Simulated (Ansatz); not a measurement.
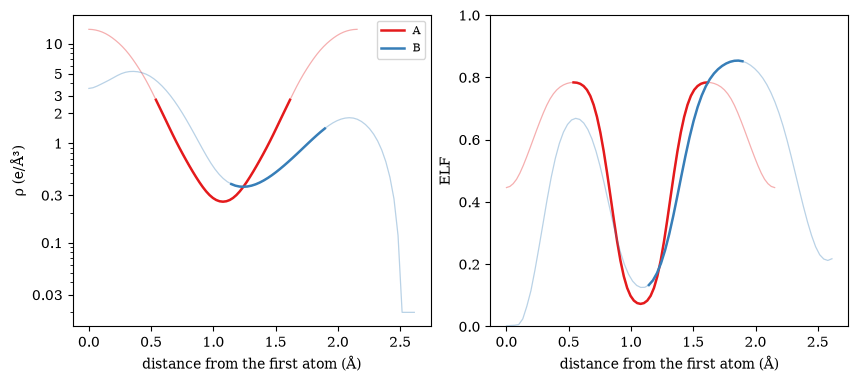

WCl2F2. Valence electron density and electron localisation function along straight lines between neighbouring atoms. Thin, pale parts lie inside the atomic spheres.

Space group I4/mmm; a structure generated by program, which may or may not match a known phase; spin-polarised.

The calculation used DFT PBE, scalar-relativistic, plane waves, PAW in Ansatz 0.2.0.

Core electrons are frozen (PAW), and the valence fields are smoothed inside the atomic spheres.

```
CELL_PARAMETERS angstrom
3.04572 0.00000 0.00000
0.00000 3.04572 0.00000
0.00000 0.00000 15.26933
ATOMIC_POSITIONS crystal
W 0.00000 0.00000 0.00000
W 0.50000 0.50000 0.50000
Cl 0.00000 0.00000 0.40303
Cl 0.50000 0.50000 0.90303
Cl 0.50000 0.50000 0.09697
Cl 0.00000 0.00000 0.59697
F 0.00000 0.50000 0.25000
F 0.50000 0.00000 0.75000
F 0.50000 0.00000 0.25000
F 0.00000 0.50000 0.75000
```

> Which curve belongs to which contact (F–F and W–Cl)? The first atom named is at distance zero.

Curve A: F–F (2.15 Å): ρ at the midpoint is about 0.26 e/Å³; the ELF is about 0.05 at the midpoint: no localised pair shows between them. Curve B: W–Cl (2.61 Å): ρ is about 0.38 e/Å³ halfway; the ELF peaks at about 0.85 in the valence shell of Cl, 0.8 Å from its nucleus, and is about 0.30 at the midpoint.
